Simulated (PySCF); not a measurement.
# C₆H₁₈N₂Si: what the fields show

```yaml
atoms:
  - { symbol: Si, position_ang: [0.2713, -0.0054, 0.1671] }
  - { symbol: H, position_ang: [0.3995, 0.2353, 1.6416] }
  - { symbol: H, position_ang: [1.6641, -0.2467, -0.3346] }
  - { symbol: N, position_ang: [-0.4169, 1.2750, -0.7809] }
  - { symbol: C, position_ang: [0.1570, 2.5446, -1.1958] }
  - { symbol: C, position_ang: [1.6080, 2.3907, -1.6267] }
  - { symbol: C, position_ang: [0.0116, 3.6253, -0.1257] }
  - { symbol: H, position_ang: [-1.4233, 1.3390, -0.6510] }
  - { symbol: H, position_ang: [-0.4065, 2.8818, -2.0871] }
  - { symbol: H, position_ang: [2.2573, 2.1345, -0.7740] }
  - { symbol: H, position_ang: [1.9811, 3.3326, -2.0555] }
  - { symbol: H, position_ang: [1.7125, 1.5976, -2.3814] }
  - { symbol: H, position_ang: [0.5850, 3.3548, 0.7762] }
  - { symbol: H, position_ang: [0.3759, 4.6015, -0.4841] }
  - { symbol: H, position_ang: [-1.0420, 3.7462, 0.1714] }
  - { symbol: N, position_ang: [-0.8761, -1.2879, -0.0584] }
  - { symbol: C, position_ang: [-1.0152, -2.5508, 0.6498] }
  - { symbol: C, position_ang: [-0.8223, -2.3801, 2.1490] }
  - { symbol: C, position_ang: [-0.0893, -3.6316, 0.0943] }
  - { symbol: H, position_ang: [-1.1724, -1.3649, -1.0280] }
  - { symbol: H, position_ang: [-2.0565, -2.8947, 0.4993] }
  - { symbol: H, position_ang: [0.2182, -2.1146, 2.3957] }
  - { symbol: H, position_ang: [-1.0574, -3.3187, 2.6728] }
  - { symbol: H, position_ang: [-1.4757, -1.5878, 2.5429] }
  - { symbol: H, position_ang: [0.9658, -3.3529, 0.2506] }
  - { symbol: H, position_ang: [-0.2633, -4.6047, 0.5813] }
  - { symbol: H, position_ang: [-0.2431, -3.7637, -0.9882] }
```

Geometry: PBE0-D3(BJ)/def2-SVP.

Method: PySCF, CAM-B3LYP/def2-SVPD, SCF density, gas phase.

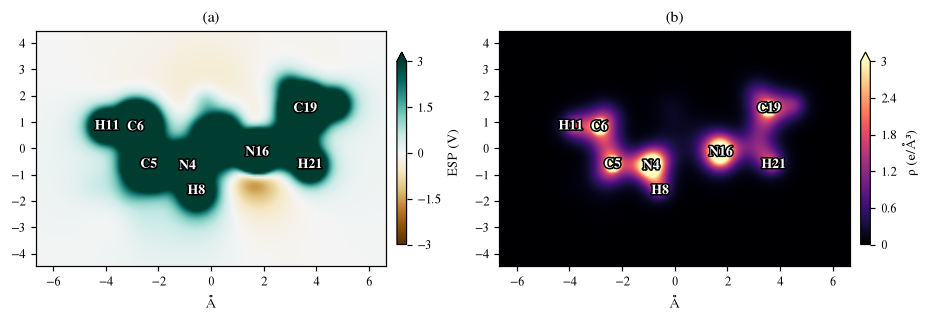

Figure 1. (a) electrostatic potential; (b) total electron density on the plane of atoms N4, C5 and C6.

> Read the bonding off the picture.

Atoms in the plane: N, C and H. C–N (1.45 Å): the density is about 1.9 e/Å³ at the midpoint. C–C (1.52 Å): ρ is about 1.7 e/Å³ halfway. N–H (1.02 Å): ρ at the midpoint is about 2.8 e/Å³. C–H (1.10 Å): ρ at the midpoint is about 1.9 e/Å³. Outside the dense part of the molecule the potential is most negative (−1.6 V) near N4 and N16.

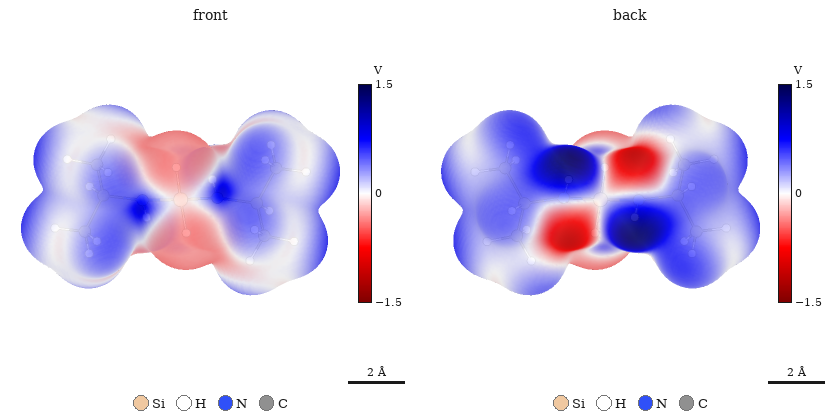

Figure 2. The molecular electrostatic potential painted on the density surface at 0.002 e/bohr³, seen from the front and from behind; the colour scale runs from red (negative) to blue (positive).

> Where is the surface potential most negative and most positive?

The most negative region (about −1.0 V) lies over N4 and N16, the most positive (about +1.3 V) over H8 and H20.
